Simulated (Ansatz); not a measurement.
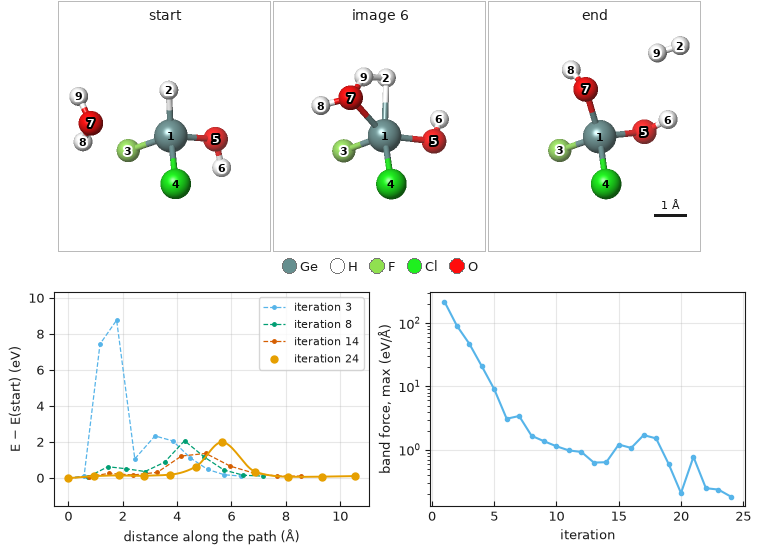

A search for the minimum-energy path of GeH4O2ClF by the nudged elastic band. Images are numbered from 0 (start) to 10 (end). The plot follows the band through its iterations. The picture is a ball-and-stick view, seen at a tilt.

All numbers below come from Ansatz 0.2.0, RKS B3LYP-D4/def2-SVP. Run with 9 movable images; climbing image; force threshold 0.2 eV/Å; iteration limit 60; starting path through a guess of the saddle point.

**How did the profile develop, and is the result final?**

The run met only a loose threshold, so the barrier can't be trusted yet. The band converged in 24 iterations. The largest component of the band force went from 220 to 0.18 eV/Å. The climbing image converged on the top of the path. Its curvatures weren't checked. The force threshold is so loose that the height of the top is at best an upper bound. The first iteration put the highest image at 45.98 eV. The energy climbs by 1.99 eV to image 6 and then falls by 1.89 eV, so the end point sits at +0.10 eV.

The run took 4 min on 4 threads of Intel(R) Xeon(R) 6975P-C (Granite Rapids) (shared host), peak memory 0.33 GiB.
